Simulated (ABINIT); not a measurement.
# Quasiparticle gap of AlN (F-43m) in ABINIT

Wanted: ground state, empty states, screening and self-energy for AlN (F-43m).

Program: ABINIT 10.8.3. Level of theory: PBE and many-body steps on it, plane waves. Results are calculated unless marked as measured.

## 1. Starting point

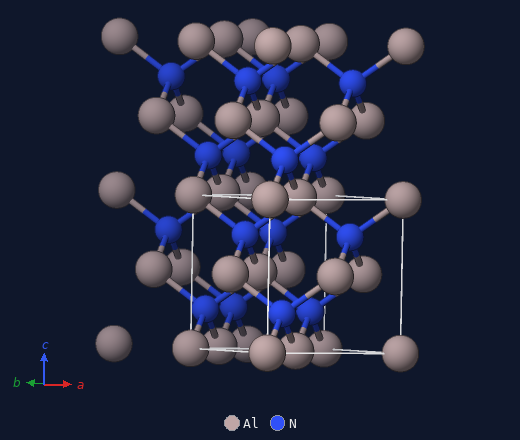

The cell as given, slightly off an axis (aluminium light grey, nitrogen blue). 1×2×2 cells are drawn. This picture shows the conventional cell, with its axes. Bonds to atoms that aren't drawn are left out. Some periodic images of atoms are drawn too.

The cell and positions are those that the Materials Project relaxed with its own functionals (PBE, PBE+U or r2SCAN), kept fixed. This is not the form that AlN usually takes at ambient conditions.

## 2. Ground state

This step: ABINIT 10.8.3; DFT, PBE, plane waves, norm-conserving pseudopotentials.

The ground-state density comes first.

File run.abi:

```
acell 3*1.0 Angstrom
rprim 
  -0.000000000000 2.183993559600 2.183993559600
  2.183993559600 -0.000000000000 2.183993559600
  2.183993559600 2.183993559600 -0.000000000000
ntypat 2
znucl 13 7
natom 2
typat 1 2
xred 
  0.000000000000 0.000000000000 0.000000000000
  0.750000000000 0.750000000000 0.750000000000
pp_dirpath "pseudos"
pseudos "Al.upf, N.upf"
ecut 36
ngkpt 8 8 8
nshiftk 1
shiftk 0 0 0
kptopt 1
chksymbreak 0
nband 9
occopt 1
tolvrs 1e-10
nstep 60
prtwf 0
optforces 0
optstress 0
indata_prefix "in"
outdata_prefix "out"
tmpdata_prefix "tmp"
```

The run is started by

```console
> OMP_NUM_THREADS=1 mpirun -n 4 abinit run.abi > log
```

Numbers of over 12 decimals in the logs are rounded to 6 here.

What it wrote:

```text
.Version 10.8.3 of ABINIT. v10.8.2 released Aug 2026.

 Symmetries : space group F-4 3 m (#216); Bravais cF (face-center cubic)
================================================================================
 Values of the parameters that define the memory need of the present run
     intxc =       0    ionmov =       0      iscf =       7    lmnmax =       6
     lnmax =       6     mgfft =      32  mpssoang =       3    mqgrid =    3001
     natom =       2  nloc_mem =       1    nspden =       1   nspinor =       1
    nsppol =       1      nsym =      24    n1xccc =    2501    ntypat =       2
    occopt =       1   xclevel =       2
-    mband =           9        mffmem =           1         mkmem =           8
       mpw =        1475          nfft =       32768          nkpt =          29
================================================================================
  Rough estimation (10% accuracy) of disk space for files :
================================================================================

--------------------------------------------------------------------------------
------------- Echo of variables that govern the present computation ------------
--------------------------------------------------------------------------------
 -outvars: echo values of preprocessed input variables --------
            acell      1.8897261259E+00  1.8897261259E+00  1.8897261259E+00 Bohr

      chksymbreak           0
             ecut      3.60000000E+01 Hartree
-          fftalg         312

              ixc     -101130
              kpt      0.00000000E+00  0.00000000E+00  0.00000000E+00
                       1.25000000E-01  0.00000000E+00  0.00000000E+00
                       2.50000000E-01  0.00000000E+00  0.00000000E+00
                       3.75000000E-01  0.00000000E+00  0.00000000E+00
                       5.00000000E-01  0.00000000E+00  0.00000000E+00
                       1.25000000E-01  1.25000000E-01  0.00000000E+00
                       2.50000000E-01  1.25000000E-01  0.00000000E+00
                       3.75000000E-01  1.25000000E-01  0.00000000E+00
                       5.00000000E-01  1.25000000E-01  0.00000000E+00
   [... 18 further rows ...]
                      -3.75000000E-01  5.00000000E-01  1.25000000E-01
                      -2.50000000E-01  5.00000000E-01  2.50000000E-01
         kptrlatt        8    0    0      0    8    0      0    0    8
          kptrlen      4.66933685E+01
P           mkmem           8
            natom           2
            nband           9
            ngfft          32      32      32
             nkpt          29
            nstep          60
             nsym          24
           ntypat           2
              occ      2.000000  2.000000  2.000000  2.000000  0.000000  0.000000
[...]
optforces           0
        optstress           0
            prtwf           0
            rprim     -0.0000000000E+00  2.1839935596E+00  2.1839935596E+00
[...]
spgroup         216

           tolvrs      1.00000000E-10

             xred      0.0000000000E+00  0.0000000000E+00  0.0000000000E+00
[...]
znucl       13.00000    7.00000

================================================================================

 chkinp: Checking input parameters for consistency.

================================================================================
== DATASET  1 ==================================================================
-   mpi_nproc: 4, omp_nthreads: 1 (-1 if OMP is not activated)

--- !DatasetInfo
iteration_state: {dtset: 1, }
dimensions: {natom: 2, nkpt: 29, mband: 9, nsppol: 1, nspinor: 1, nspden: 1, mpw: 1475, }
cutoff_energies: {ecut:  36.0, pawecutdg:  -1.0, }
electrons: {nelect:   8.00000000E+00, charge:   0.00000000E+00, occopt:   1.00000000E+00, tsmear:   1.00000000E-02, }

 Real(R)+Recip(G) space primitive vectors, cartesian coordinates (Bohr,Bohr^-1):
 R(1)=  0.0000000  4.1271497  4.1271497  G(1)= -0.1211490  0.1211490  0.1211490
 R(2)=  4.1271497  0.0000000  4.1271497  G(2)=  0.1211490 -0.1211490  0.1211490
 R(3)=  4.1271497  4.1271497  0.0000000  G(3)=  0.1211490  0.1211490 -0.1211490
 Unit cell volume ucvol=  1.4059849E+02 bohr^3
 Angles (23,13,12)=  6.00000000E+01  6.00000000E+01  6.00000000E+01 degrees

 getcut: wavevector=  0.0000  0.0000  0.0000  ngfft=  32  32  32
         ecut(hartree)=     36.000   => boxcut(ratio)=   2.02987

--- Pseudopotential description ------------------------------------------------
- Al Generated using ONCVPSP code by D. R. Hamann
- 13.00000   3.00000  171031                  znucl, zion, pspdat
12 -101130 2 -1 1876                          pspcod,pspxc,lmax,lloc,mmax
     nproj     2     2     2
  pspatm : epsatm=    4.08140545
         --- l  ekb(1:nproj) -->
[...]
pspatm: atomic psp has been read  and splines computed

- N Generated using ONCVPSP code by D. R. Hamann
-  7.00000   5.00000  171031                  znucl, zion, pspdat
12 -101130 1 -1 1058                          pspcod,pspxc,lmax,lloc,mmax
     nproj     2     2     0
  pspatm : epsatm=    5.20977870
         --- l  ekb(1:nproj) -->
[...]
1   -4.293905   -1.006988
 pspatm: atomic psp has been read  and splines computed

   7.43294732E+01                                ecore*ucvol(ha*bohr**3)
--------------------------------------------------------------------------------

_setup2: Arith. and geom. avg. npw (full set) are    1449.447    1449.423

================================================================================

--- !BeginCycle
iteration_state: {dtset: 1, }
solver: {iscf: 7, nstep: 60, nline: 4, wfoptalg: 0, }
tolerances: {tolvrs: 1.00E-10, }

     iter   Etot(hartree)      deltaE(h)  residm     vres2
 ETOT  1  -12.634092342631    -1.263E+01 1.154E-01 5.062E+02
 ETOT  2  -12.674579766554    -4.049E-02 1.118E-02 3.909E+02
 ETOT  3  -12.792254021089    -1.177E-01 3.968E-03 7.560E-01
 ETOT  4  -12.792395939617    -1.419E-04 2.268E-03 1.058E-02
 ETOT  5  -12.792396619737    -6.801E-07 1.683E-04 5.916E-04
 ETOT  6  -12.792396656975    -3.724E-08 2.226E-04 2.127E-06
 ETOT  7  -12.792396657092    -1.170E-10 1.632E-05 4.114E-07
 ETOT  8  -12.792396657207    -1.152E-10 2.316E-05 3.147E-09
 ETOT  9  -12.792396657208    -7.248E-13 1.662E-06 3.158E-10
 ETOT 10  -12.792396657208     2.309E-14 2.539E-06 1.021E-11

 At SCF step   10       vres2   =  1.02E-11 < tolvrs=  1.00E-10 =>converged.

--- !ResultsGS
iteration_state: {dtset: 1, }
comment   : Summary of ground state results
lattice_vectors:
- [ -0.0000000,   4.1271497,   4.1271497, ]
- [  4.1271497,  -0.0000000,   4.1271497, ]
- [  4.1271497,   4.1271497,  -0.0000000, ]
lattice_lengths: [   5.83667,    5.83667,    5.83667, ]
lattice_angles: [ 60.000,  60.000,  60.000, ] # degrees, (23, 13, 12)
lattice_volume:   1.4059849E+02
convergence: {deltae:  2.309E-14, res2:  1.021E-11, residm:  2.539E-06, diffor:  0.000E+00, }
etotal    :  -1.27923967E+01
entropy   :   0.00000000E+00
fermie    :   1.89575042E-01
cartesian_stress_tensor: null
pressure_GPa: null
xred      :
- [  0.0000E+00,   0.0000E+00,   0.0000E+00, Al]
- [  7.5000E-01,   7.5000E-01,   7.5000E-01,  N]
cartesian_forces: null
force_length_stats: {min: null, max: null, mean: null, }

 Integrated electronic density in atomic spheres:
 ------------------------------------------------
 Atom  Sphere_radius  Integrated_density
    1        2.00000          1.10832935
    2        2.00000          5.38580503
================================================================================

 ----iterations are completed or convergence reached----

 Mean square residual over all n,k,spin=   11.386E-09; max=  25.386E-07
 reduced coordinates (array xred) for    2 atoms
       0.000000000000      0.000000000000      0.000000000000
       0.750000000000      0.750000000000      0.750000000000
 rms dE/dt=  0.0000E+00; max dE/dt=  0.0000E+00; dE/dt below (all hartree)
    1       0.000000000000      0.000000000000      0.000000000000
    2       0.000000000000      0.000000000000      0.000000000000

 cartesian coordinates (angstrom) at end:
    1      0.000000     0.000000     0.000000
    2      3.275990     3.275990     3.275990
 length scales=  1.889726125908  1.889726125908  1.889726125908 bohr
              =  1.000000000000  1.000000000000  1.000000000000 angstroms
 prteigrs : about to open file out_EIG
 Fermi (or HOMO) energy (hartree) =   0.18958   Average Vxc (hartree)=  -0.39437
 Eigenvalues (hartree) for nkpt=  29  k points:
 kpt#   1, nband=  9, wtk=  0.00195, kpt=  0.0000  0.0000  0.0000 (reduced coord)
  -0.36046    0.18958    0.18958    0.18958    0.34363    0.65223    0.65223    0.65223
   0.84170
 prteigrs : prtvol=0 or 1, do not print more k-points.

--- !EnergyTerms
iteration_state     : {dtset: 1, }
comment             : Components of total free energy in Hartree
kinetic             :  8.18806009915906E+00
hartree             :  2.82096206911135E+00
xc                  : -4.24885300507606E+00
Ewald energy        : -1.08999795989279E+01
psp_core            :  5.28664802613182E-01
local_psp           : -8.51484725719231E+00
non_local_psp       : -6.66403766895546E-01
total_energy        : -1.27923966572082E+01
total_energy_eV     : -3.48098846451088E+02
band_energy         :  3.20550667474404E-02

== END DATASET(S) ==============================================================
================================================================================

 -outvars: echo values of variables after computation  --------
           etotal     -1.2792396657E+01
            nband           9
             nkpt          29
          spgroup         216
 [... the other variables as echoed above ...]

 Calculation completed.
```

Wall time 4.5 s (4 MPI ranks of Arm Neoverse V1, shared host); peak memory 0.25 GiB; 18 s of CPU time.

Numbers from this step:

- total energy: -348.0988 eV
- gap: 3.325 eV
- k of the valence top: 0, 0, 0
- k of the conduction bottom: 0.5, 0.5, 0
- least direct gap: 4.192 eV

The gap is indirect, with the least direct gap 0.87 eV higher.

## 3. Bands along the symmetry lines

Levels along a band path, at the cheap level, show where the edges lie and whether the meshes to come will hold them.

File run.abi:

```
acell 3*1.0 Angstrom
rprim 
  -0.000000000000 2.183993559600 2.183993559600
  2.183993559600 -0.000000000000 2.183993559600
  2.183993559600 2.183993559600 -0.000000000000
ntypat 2
znucl 13 7
natom 2
typat 1 2
xred 
  0.000000000000 0.000000000000 0.000000000000
  0.750000000000 0.750000000000 0.750000000000
pp_dirpath "pseudos"
pseudos "Al.upf, N.upf"
ecut 36
iscf -2
irdden 1
kptopt 0
nkpt 50
kpt 
  0.00000000 0.00000000 0.00000000
  -0.06250000 -0.06250000 0.00000000
  -0.12500000 -0.12500000 0.00000000
  -0.18750000 -0.18750000 0.00000000
  -0.25000000 -0.25000000 0.00000000
  -0.31250000 -0.31250000 0.00000000
  -0.37500000 -0.37500000 0.00000000
  -0.43750000 -0.43750000 0.00000000
  -0.50000000 -0.50000000 0.00000000
  -0.48437500 -0.48437500 0.03125000
  -0.46875000 -0.46875000 0.06250000
  -0.45312500 -0.45312500 0.09375000
  -0.43750000 -0.43750000 0.12500000
  -0.42187500 -0.42187500 0.15625000
  -0.40625000 -0.40625000 0.18750000
  -0.39062500 -0.39062500 0.21875000
  -0.37500000 -0.37500000 0.25000000
  -0.37500000 0.00000000 0.37500000
  -0.32812500 0.00000000 0.32812500
  -0.28125000 0.00000000 0.28125000
  -0.23437500 0.00000000 0.23437500
  -0.18750000 0.00000000 0.18750000
  -0.14062500 0.00000000 0.14062500
  -0.09375000 0.00000000 0.09375000
  -0.04687500 0.00000000 0.04687500
  0.00000000 0.00000000 0.00000000
  0.00000000 0.00000000 0.06250000
  0.00000000 0.00000000 0.12500000
  0.00000000 0.00000000 0.18750000
  0.00000000 0.00000000 0.25000000
  0.00000000 0.00000000 0.31250000
  0.00000000 0.00000000 0.37500000
  0.00000000 0.00000000 0.43750000
  0.00000000 0.00000000 0.50000000
  -0.06250000 -0.03125000 0.46875000
  -0.12500000 -0.06250000 0.43750000
  -0.18750000 -0.09375000 0.40625000
  -0.25000000 -0.12500000 0.37500000
  -0.31250000 -0.15625000 0.34375000
  -0.37500000 -0.18750000 0.31250000
  -0.43750000 -0.21875000 0.28125000
  -0.50000000 -0.25000000 0.25000000
  -0.50000000 -0.28125000 0.21875000
  -0.50000000 -0.31250000 0.18750000
  -0.50000000 -0.34375000 0.15625000
  -0.50000000 -0.37500000 0.12500000
  -0.50000000 -0.40625000 0.09375000
  -0.50000000 -0.43750000 0.06250000
  -0.50000000 -0.46875000 0.03125000
  -0.50000000 -0.50000000 0.00000000
istwfk *1
nband 11
nbdbuf 2
tolwfr 1e-08
nstep 40
prtwf 0
prtvol 0
indata_prefix "in"
outdata_prefix "out"
tmpdata_prefix "tmp"
```

What it wrote:

```text
.Version 10.8.3 of ABINIT. v10.8.2 released Aug 2026.

 Symmetries : space group F-4 3 m (#216); Bravais cF (face-center cubic)
[... echo of the input left out ...]
== DATASET  1 ==================================================================
-   mpi_nproc: 4, omp_nthreads: 1 (-1 if OMP is not activated)

--- !DatasetInfo
iteration_state: {dtset: 1, }
dimensions: {natom: 2, nkpt: 50, mband: 11, nsppol: 1, nspinor: 1, nspden: 1, mpw: 1475, }
cutoff_energies: {ecut:  36.0, pawecutdg:  -1.0, }
electrons: {nelect:   8.00000000E+00, charge:   0.00000000E+00, occopt:   1.00000000E+00, tsmear:   1.00000000E-02, }

 Real(R)+Recip(G) space primitive vectors, cartesian coordinates (Bohr,Bohr^-1):
 R(1)=  0.0000000  4.1271497  4.1271497  G(1)= -0.1211490  0.1211490  0.1211490
 R(2)=  4.1271497  0.0000000  4.1271497  G(2)=  0.1211490 -0.1211490  0.1211490
 R(3)=  4.1271497  4.1271497  0.0000000  G(3)=  0.1211490  0.1211490 -0.1211490
 Unit cell volume ucvol=  1.4059849E+02 bohr^3
 Angles (23,13,12)=  6.00000000E+01  6.00000000E+01  6.00000000E+01 degrees

 getcut: wavevector=  0.0000  0.0000  0.0000  ngfft=  32  32  32
         ecut(hartree)=     36.000   => boxcut(ratio)=   2.02987

--- Pseudopotential description ------------------------------------------------
- Al Generated using ONCVPSP code by D. R. Hamann
- 13.00000   3.00000  171031                  znucl, zion, pspdat
12 -101130 2 -1 1876                          pspcod,pspxc,lmax,lloc,mmax
     nproj     2     2     2
  pspatm : epsatm=    4.08140545
         --- l  ekb(1:nproj) -->
             0    5.126667    0.728291
             1    7.287548    0.832437
             2   -2.770497   -0.637722
 pspatm: atomic psp has been read  and splines computed

- N Generated using ONCVPSP code by D. R. Hamann
-  7.00000   5.00000  171031                  znucl, zion, pspdat
12 -101130 1 -1 1058                          pspcod,pspxc,lmax,lloc,mmax
     nproj     2     2     0
  pspatm : epsatm=    5.20977870
         --- l  ekb(1:nproj) -->
[...]
pspatm: atomic psp has been read  and splines computed

--------------------------------------------------------------------------------

================================================================================
 prteigrs : about to open file out_EIG
 Non-SCF case, kpt    1 (  0.00000  0.00000  0.00000), residuals and eigenvalues=
  9.71E-10  2.77E-09  4.29E-09  7.32E-09  6.57E-10  1.48E-09  2.28E-09  8.19E-09
[...]
-3.6046E-01  1.8958E-01  1.8958E-01  1.8958E-01  3.4363E-01  6.5223E-01
  6.5223E-01  6.5223E-01  8.4170E-01  8.4170E-01  8.9101E-01
 Non-SCF case, kpt    2 ( -0.06250 -0.06250  0.00000), residuals and eigenvalues=
  1.61E-09  4.70E-09  3.30E-09  4.21E-09  2.01E-09  3.11E-09  1.76E-09  3.04E-09
[...]
-3.5763E-01  1.7673E-01  1.8652E-01  1.8652E-01  3.5768E-01  6.4259E-01
[...]
5.51E-09  4.84E-09  2.51E-09  3.94E-09  1.53E-09  4.56E-09  1.74E-09  7.44E-09
[...]
-3.4934E-01  1.4803E-01  1.7814E-01  1.7814E-01  3.8760E-01  6.1896E-01
  6.6769E-01  6.6769E-01  6.9898E-01  8.5904E-01  9.2688E-01
[...]
Non-SCF case, kpt   49 ( -0.50000 -0.46875  0.03125), residuals and eigenvalues=
[...]
-2.6170E-01  1.0381E-02  1.2267E-01  1.2270E-01  3.1521E-01  5.1016E-01
  6.9990E-01  7.6114E-01  7.6755E-01  1.0562E+00  1.0588E+00
 Non-SCF case, kpt   50 ( -0.50000 -0.50000  0.00000), residuals and eigenvalues=
[...]
-2.6178E-01  9.5895E-03  1.2433E-01  1.2433E-01  3.1176E-01  5.0752E-01
  7.0112E-01  7.6645E-01  7.6645E-01  1.0537E+00  1.0698E+00

--- !ResultsGS
iteration_state: {dtset: 1, }
comment   : Summary of ground state results
lattice_vectors:
- [ -0.0000000,   4.1271497,   4.1271497, ]
- [  4.1271497,  -0.0000000,   4.1271497, ]
- [  4.1271497,   4.1271497,  -0.0000000, ]
lattice_lengths: [   5.83667,    5.83667,    5.83667, ]
lattice_angles: [ 60.000,  60.000,  60.000, ] # degrees, (23, 13, 12)
lattice_volume:   1.4059849E+02
convergence: {deltae:  0.000E+00, res2:  0.000E+00, residm:  9.997E-09, diffor:  0.000E+00, }
etotal    :  -1.27923967E+01
entropy   :   0.00000000E+00
fermie    :   1.89575042E-01
cartesian_stress_tensor: null
pressure_GPa: null
xred      :
- [  0.0000E+00,   0.0000E+00,   0.0000E+00, Al]
- [  7.5000E-01,   7.5000E-01,   7.5000E-01,  N]
cartesian_forces: null
force_length_stats: {min: null, max: null, mean: null, }

 Integrated electronic density in atomic spheres:
 ------------------------------------------------
 Atom  Sphere_radius  Integrated_density
[...]
================================================================================

 ----iterations are completed or convergence reached----

 Mean square residual over all n,k,spin=   46.700E-10; max=  99.965E-10
 reduced coordinates (array xred) for    2 atoms
[...]
cartesian coordinates (angstrom) at end:
    1      0.000000     0.000000     0.000000
    2      3.275990     3.275990     3.275990
 length scales=  1.889726125908  1.889726125908  1.889726125908 bohr
              =  1.000000000000  1.000000000000  1.000000000000 angstroms
 prteigrs : about to open file out_EIG
 Eigenvalues (hartree) for nkpt=  50  k points:
 kpt#   1, nband= 11, wtk=  1.00000, kpt=  0.0000  0.0000  0.0000 (reduced coord)
[...]
kpt#   2, nband= 11, wtk=  1.00000, kpt= -0.0625 -0.0625  0.0000 (reduced coord)
[...]
kpt#   3, nband= 11, wtk=  1.00000, kpt= -0.1250 -0.1250  0.0000 (reduced coord)
[...]
kpt#  49, nband= 11, wtk=  1.00000, kpt= -0.5000 -0.4687  0.0313 (reduced coord)
  -0.26170    0.01038    0.12267    0.12270    0.31521    0.51016    0.69990    0.76114
   0.76755    1.05617    1.05884
 kpt#  50, nband= 11, wtk=  1.00000, kpt= -0.5000 -0.5000  0.0000 (reduced coord)
  -0.26178    0.00959    0.12433    0.12433    0.31176    0.50752    0.70112    0.76645
   0.76645    1.05374    1.06976

== END DATASET(S) ==============================================================
================================================================================

 -outvars: echo values of variables after computation  --------
            nband          11
             nkpt          50
          spgroup         216
 [... the other variables as echoed above ...]

 Calculation completed.
```

Wall time 3.8 s (4 MPI ranks); peak memory 0.24 GiB; 15 s of CPU time.

Numbers from this step:

```yaml
gap: 3.325 eV
k_of_the_valence_top: 0, 0, 0
k_of_the_conduction_bottom: -0.5, -0.5, 0
least_direct_gap: 4.192 eV
```

The gap is 3.325 eV, as in the run before at this level.

The electronic bands at the labelled points (eV, zero at the top of the highest filled band; v1 is the highest filled band, c1 the lowest empty one):

```
    point      v4     v3     v2     v1    c1     c2     c3     c4
        Γ  -14.97   0.00   0.00   0.00  4.19  12.59  12.59  12.59
        X  -12.28  -4.90  -1.78  -1.78  3.32   8.65  13.92  15.70
        U  -12.30  -4.25  -3.63  -1.37  5.17  10.12  13.05  14.17
jump to K  -12.30  -4.25  -3.63  -1.37  5.17  10.12  13.05  14.17
        Γ  -14.97   0.00   0.00   0.00  4.19  12.59  12.59  12.59
        L  -12.92  -5.86  -0.48  -0.48  7.39   9.85  11.17  11.17
        W  -12.23  -3.77  -3.44  -2.70  6.05  11.45  11.98  12.16
        X  -12.28  -4.90  -1.78  -1.78  3.32   8.65  13.92  15.70
```

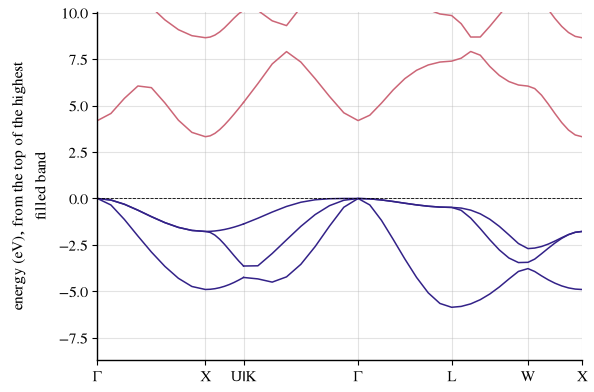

Electronic bands along the path; lines of filled and empty bands in two colours.

(Part 1 of 2 ends here.)

[Paths, hosts, dates, memory and timing lines, banners, echoed tables and standing remarks are left out of the program output.]

[Logs are printed without paths, hosts, clocks, repeated set-up lines and the standing remarks that a program may print on its own settings, such as how far it seeks lower states.]

[Runs of the session that timed out or met a known fault of the program may be left out.]

[Hosts, paths, dates, database ids (printed as entryN), source tags and the programs' standing remarks are cut or masked in the printed files.]

[G0W0 gaps are taken among the corrected bands and points alone; a level outside them can change the order at an edge.]

[Where Ansatz stands beside ABINIT at settings called matched, ABINIT's density can come from a denser mesh and the files from another edition; pairs whose starting gaps differed by over 0.03 eV were left out, so agreement reads better than it is.]
